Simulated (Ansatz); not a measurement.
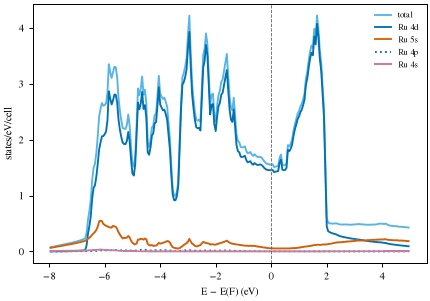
Figure. Total and projected density of states of Ru (hcp (Mg type), space group No. 194), r²SCAN in the plane-wave PAW code Ansatz

### Question
Which orbitals carry the states next to the Fermi level?

### Answer
Within 0.5 eV of the Fermi level: Ru 4d 93 %. Projections are on Löwdin-orthogonalised atomic valence shells; empty p or d shells of many metals are not among them.

### Question
Where is the tallest occupied peak in this window, and what makes it?

### Answer
Near -2.9 eV, about 4.2 states/eV per cell; the largest projected share is Ru 4d.

Space group P6_3/mmc (hcp (Mg type)). The cell was relaxed with r²SCAN under the symmetry of its start. No spin polarisation was allowed. Spin–orbit coupling is left out wherever it is not named.

Potentials: the later of the program's two PAW sets.
